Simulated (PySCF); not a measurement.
# C$_{3}$H$_{9}$BrSi$_{3}$ (SMILES C#C[SiH2][C@H]([SiH3])[SiH2]Br): what the fields show

The calculation's input:

```
{"job": {"kind": "uv", "xc": "CAM-B3LYP", "basis": "def2-SVPD", "nstates": 8, "ntriplets": 3}, "charge": 0, "multiplicity": 1}
C      1.935148    -1.373487     1.976712
C      1.705753    -1.091588     0.830653
Si     1.263122    -0.654648    -0.906472
C     -0.386669     0.316428    -0.878894
Si    -0.233206     2.013950    -0.014156
Si    -1.840769    -0.701240    -0.233611
Br    -1.776642    -0.859612     1.978846
H      2.132306    -1.620608     2.980131
H      1.072347    -1.896404    -1.673352
H      2.316302     0.171648    -1.504287
H     -0.625444     0.523671    -1.927860
H     -1.545707     2.670008    -0.038456
H      0.216007     1.832143     1.362395
H      0.724566     2.826937    -0.765629
H     -1.839099    -2.085013    -0.694871
H     -3.125614    -0.063245    -0.502559
```

Launched as:

```sh
OMP_NUM_THREADS=1 python probes_run.py task.json out
```

Geometry: GFN2-xTB.

The calculation used CAM-B3LYP/def2-SVPD, SCF density, gas phase (PySCF).

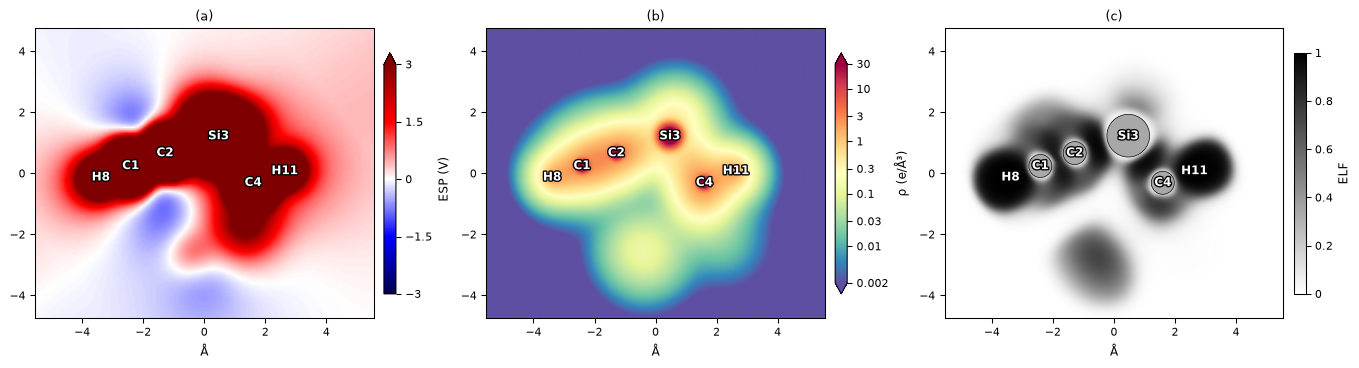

Figure 1. (a) molecular electrostatic potential; (b) total electron density; (c) electron localisation function on the plane of atoms C2, Si3 and C4. Grey discs cover the atomic cores in the ELF map.

Q: What do the fields say about this system?

A:
- The section cuts through C, Si and H sites.
- C–C (1.20 Å): ρ at the midpoint is about 2.8 e/Å³; the ELF peaks at about 0.85 between the atoms (a short, multiple covalent bond).
- C–Si (1.85 Å): the density is about 0.95 e/Å³ at the midpoint; the ELF peaks at about 1 between the atoms, as expected for a shared electron pair.
- C–H (1.05 Å): ρ is about 2.1 e/Å³ halfway; the ELF climbs to about 1 towards the hydrogen, as it does in any bond to H; a covalent bond by its length.
- C–Si (1.91 Å): ρ is about 0.88 e/Å³ halfway; the ELF peaks at about 0.95 between the atoms (localised, covalent bonding).
- Outside the dense part of the molecule the potential is most negative (−0.9 V) near C1.

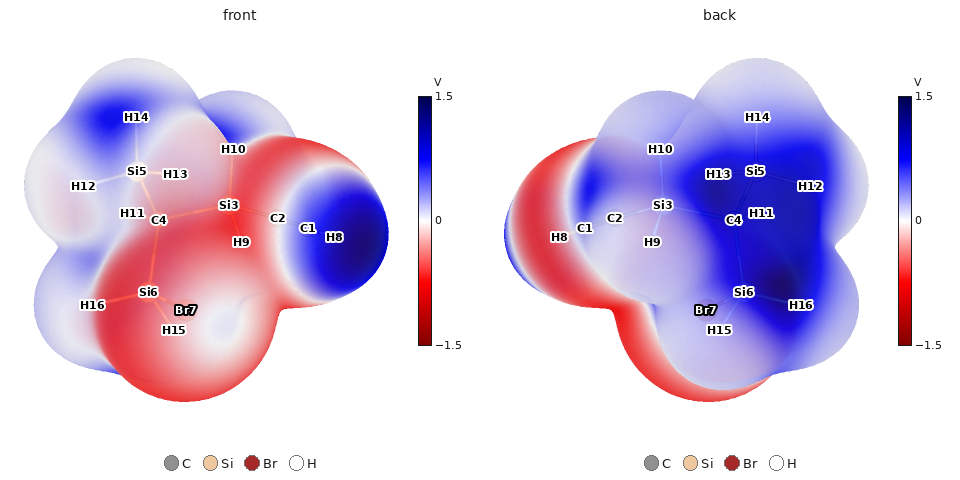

Figure 2. The molecular electrostatic potential painted on the density surface at 0.001 e/bohr³, seen from the front and from behind; the colour scale runs from red (negative) to blue (positive).

Q: Describe the electrostatic potential map.

A: The most negative region (about −0.7 V, or −16 kcal/mol for a unit charge) lies over C1, C2, Br7 and H13, the most positive (about +1.3 V, or +30 kcal/mol for a unit charge) over Si6 and H8.

Q: What dipole moment does the calculation give?

A: Its dipole moment is 1.62 D.
